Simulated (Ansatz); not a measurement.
The figure comes from a scan of ZnO (wurtzite): a phonon pattern at M = (0.5, 0.0, 0.0) is frozen into a 8-atom cell, Q being the largest atomic displacement. All values below come from r2SCAN (plane waves to 500 eV, PAW, scalar-relativistic; Ansatz, a quantum-chemistry and plane-wave program). k mesh 6×12×7 (Γ-centred), Fermi-Dirac smearing 0.05 eV. ZnO was relaxed with its symmetry unable to fall. 

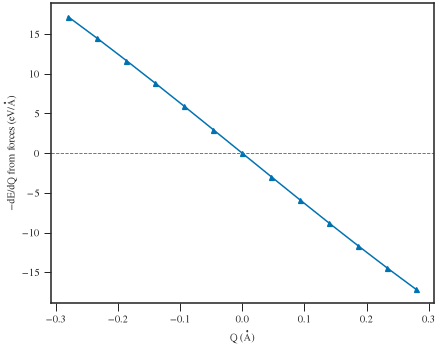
Fig. 1. −dE/dQ from forces (eV/Å) against Q (Å); one marker a computed point.

Task: List the plotted points as numbers.

Result: To the nearest 0.5:

```tsv
Q (Å)	−dE/dQ from forces (eV/Å)
-0.280	17.0
-0.233	14.5
-0.187	11.5
-0.140	9.0
-0.093	6.0
-0.047	3.0
0.000	0.0
0.047	-3.0
0.093	-6.0
0.140	-9.0
0.187	-11.5
0.233	-14.5
0.280	-17.0
```

(A displaced cell: forces are minus the slopes of the energy, force constants its curvatures, and phonons follow from these.)
